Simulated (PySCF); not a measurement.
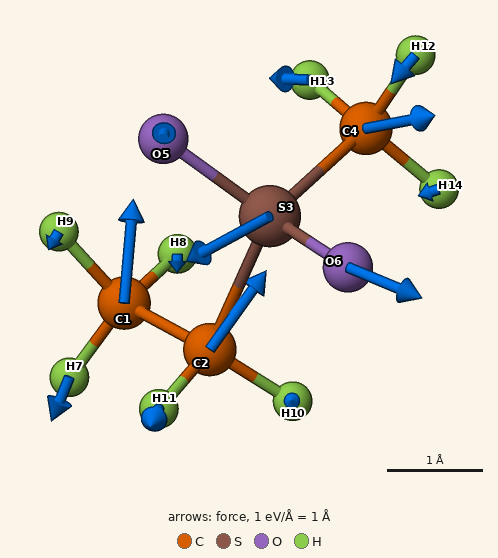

Starting geometry of C3H8O2S with the computed forces as blue arrows. The picture is a ball-and-stick view, seen from a free direction.

The start comes from GFN2-xTB. Its atoms were then displaced at random by about 0.01 Å.

Computed with PBE0-D3(BJ)/def2-TZVP geometry optimisation, gas phase in PySCF 2.14.0, density-fitted response routines. 

Q: What follows when this structure is relaxed?

A: It isn't relaxed: the largest force vector, on S3, is 1.24 eV/Å. The final displacements have little in common with the starting forces (cosine between the two patterns 0.26). The atom that moves furthest after the best rigid fit is H9 (0.15 Å). Largest moves by element: H 0.15 Å, O 0.10 Å, C 0.07 Å, S 0.03 Å. Some distances before and after: C2–S3 1.839 → 1.781 Å, S3–C4 1.788 → 1.772 Å, C1–H7 1.076 → 1.091 Å, C4–H13 1.073 → 1.088 Å. Bond angles that change, for instance: C2–C1–H7 113.5° → 109.9°, H8–C1–H9 105.2° → 108.5°, C1–C2–S3 110.9° → 114.2°. Over 8 geometry steps the energy falls by 0.114 eV.
